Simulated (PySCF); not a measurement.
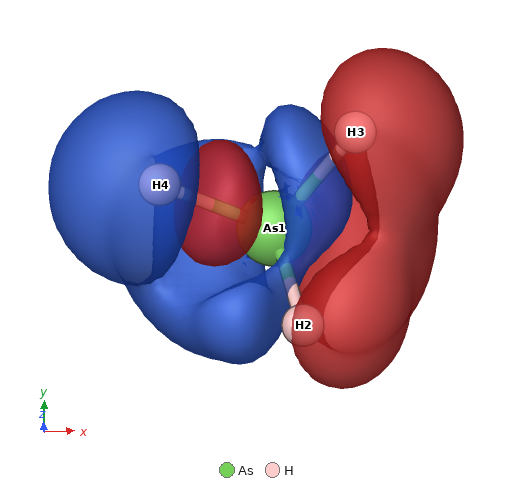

Figure 1: AsH3, SMILES `[AsH3]`. Change of the electron density in a uniform field of 0.10 V/Å, surfaces at ±0.0006 e/Å³ (blue: gain, red: loss).

Method: ωB97X/aug-cc-pVDZ; geometry: GFN2-xTB; program: PySCF. No frequency check shows the geometry to be a minimum. GFN2-xTB bond lengths at metals and heavier atoms can be off by up to 0.1 Å and shapes distorted, which carries into these values.

Question: Along which Cartesian direction does the field point?

Answer: Along +x: electrons gather on the −x side, against the field.

Question: What dipole is induced, and what polarisability does it imply?

Answer: The induced dipole is 0.17 D (along the field); α along this axis, from the fields in both directions, is 34 bohr³ (5.0 Å³).

Question: Which atoms gain and lose the most charge?

Answer: Electrons gather most on H4 (Hirshfeld charge changes by −0.006 e) and leave H3 most (+0.004 e); 0.017 electrons are displaced in all.

Run time: 13 s on 1 thread of Intel(R) Xeon(R) Platinum 8175M CPU @ 2.50GHz (Skylake/Cascade Lake), on a shared host, peak memory 0.26 GiB.
